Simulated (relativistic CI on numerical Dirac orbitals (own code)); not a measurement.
Relativistic CI calculation, with input and output: Pd²⁺

Pd²⁺. Computed at this level: Dirac-Coulomb-Breit CI, KLI orbitals optimised for each configuration, model QED (radiative potential, 1s self-energy scaled to tabulated hydrogen-like ionisation energies), valence Slater integrals scaled by 0.7, one configuration in a parametric crystal field (relativistic CI on numerical Dirac orbitals, in-house).

### Input file
```
atom Pd  Z=46  charge=2  electrons=44
nucleus A=106  rms_radius_fm=4.5318
hamiltonian dirac-coulomb  breit=on  qed=on  c_scale=1
orbitals kli  potential=per-configuration
slater_scale 0.7
correlation none
mixing on
configurations
  [Kr] 4d8
end
crystal_field Td 10Dq=-10450
```

The program writes its results to a structured record and prints no log; tables and figures of this report are taken from that record.

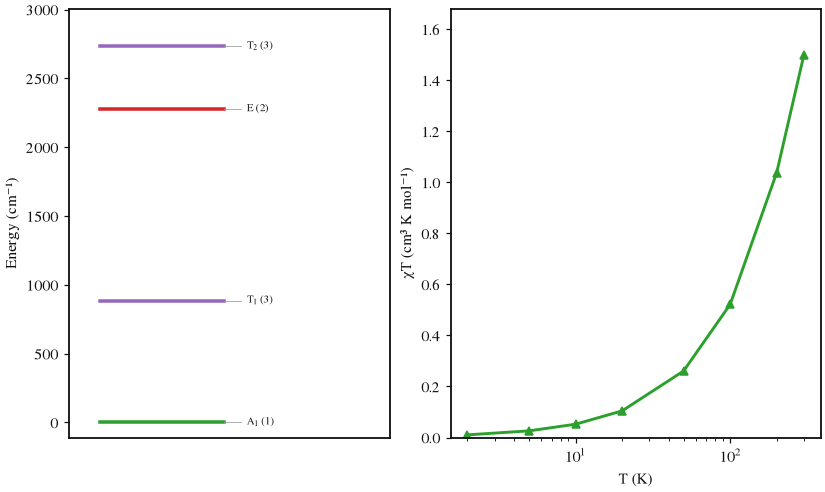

Figure 1. Pd²⁺ (4d⁸) in a field of Td symmetry with 10Dq = −10,450 cm⁻¹. Labels give the double-group representation and, in brackets, the degeneracy; the lowest 4 of 20 levels are drawn. One open-shell configuration in a parametric field without covalency; powder susceptibility by Van Vleck's formula. The ground level is A₁, a singlet, with total spin S = 1.00 (from expectation values). The next level lies at 885 cm⁻¹ (T₁). The field lowers the ground state by 7,090 cm⁻¹ against the free ion. χT is 0.0104 cm³ K mol⁻¹ at 2 K, 0.261 at 50 K and 1.50 at 300 K, an effective moment of 3.46 μB at room temperature.

### Key numbers

```tsv
quantity	value
outcome	converged
levels computed	20
hardware	1 CPU thread, shared host
```

### Notes

To bear in mind: the configuration is the one typed, which at low charge need not be the free ion's ground configuration.
